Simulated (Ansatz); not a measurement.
CHAlFSi (SMILES [F][Al+][C]#[SiH]) (charge +1)

The calculation's input:

```
crystal:
  periodic: [false, false, false]
  atoms:
    - {symbol: C, position_ang: [0.000000, 0.000000, -0.099875]}
    - {symbol: Al, position_ang: [0.000000, 0.000000, 1.684665]}
    - {symbol: F, position_ang: [0.000000, 0.000000, 3.308062]}
    - {symbol: Si, position_ang: [0.000000, 0.000000, -1.710066]}
    - {symbol: H, position_ang: [0.000000, 0.000000, -3.182786]}
basis:
  gaussian:
    orbitals: def2-TZVPD
total_charge: 1
hamiltonian:
  xc: pbe0
output: {forces: true, orbitals: {seedname: orbitals}}
```

Command:

```sh
ansatz run input.yaml --threads 1 --pin off --max-ram 2610MiB --events-out events.jsonl --progress --plain --runs-dir runs
```

Geometry: PBE0-D3(BJ)/def2-SVP.

The calculation used isolated molecule in a Gaussian basis; Kohn-Sham density functional theory, functional PBE0 (Ansatz 0.2.0).

**What will maps of the electron density and electron localisation function show?**

C–Si (1.61 Å): ρ at the midpoint is about 1.2 e/Å³; the ELF peaks at about 0.80 between the atoms (a covalent bond).
Al–F (1.62 Å): ρ is about 1 e/Å³ halfway; the ELF peaks at about 0.85 in the valence shell of F, 0.5 Å from its nucleus, and is about 0.35 at the midpoint.
C–Al (1.78 Å): ρ at the midpoint is about 0.84 e/Å³; the ELF peaks at about 0.85 in the valence shell of C, 0.6 Å from its nucleus, and is about 0.60 at the midpoint.
Si–H (1.47 Å): the density is about 0.85 e/Å³ at the midpoint; the ELF climbs to about 1 towards the hydrogen, as it does in any bond to H.

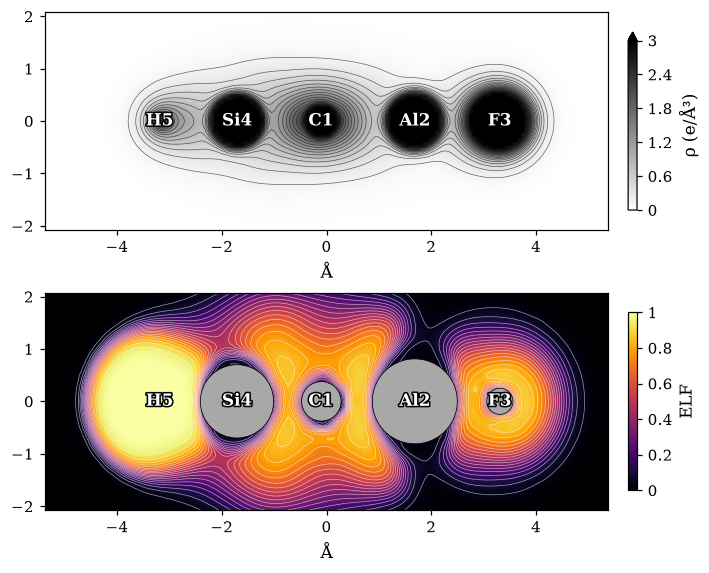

Computed electron density and electron localisation function on a plane that holds the molecular axis, in this order. Grey discs cover the atomic cores in the ELF map. 
